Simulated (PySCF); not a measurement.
SMILES C([SiH2]O)=C (C2H6OSi) at its PBE/def2-SVP optimised geometry (Å):

```
10

C      1.0790    -1.2221     0.9805
C      0.3453    -0.6550     0.0000
Si    -1.5326    -0.6550     0.0000
O     -2.1835     0.9016     0.0000
H      0.6037    -1.7216     1.8442
H      2.1835    -1.2236     0.9699
H      0.8812    -0.1689    -0.8381
H     -1.9644    -1.4578     1.2052
H     -2.0746    -1.2708    -1.2558
H     -1.8936     1.4578     0.7441
```

Calculation: PBE/def2-TZVP run with PySCF. Cells within 0.4 Å of a nucleus heavier than hydrogen are left out (blank, or x).

Map of the Laplacian of the electron density (e/bohr⁵), clipped to [-1.50, 1.50] on the plane z = 0.0 Å:

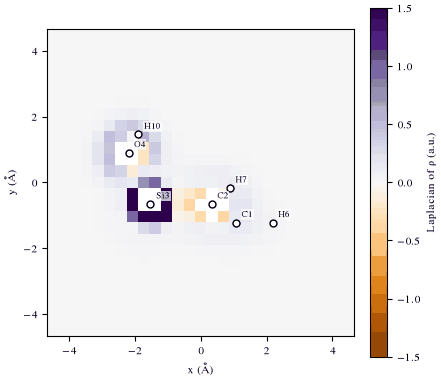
Figure. Laplacian of the electron density (e/bohr⁵), clipped to [-1.50, 1.50] on the plane z = 0.0 Å.
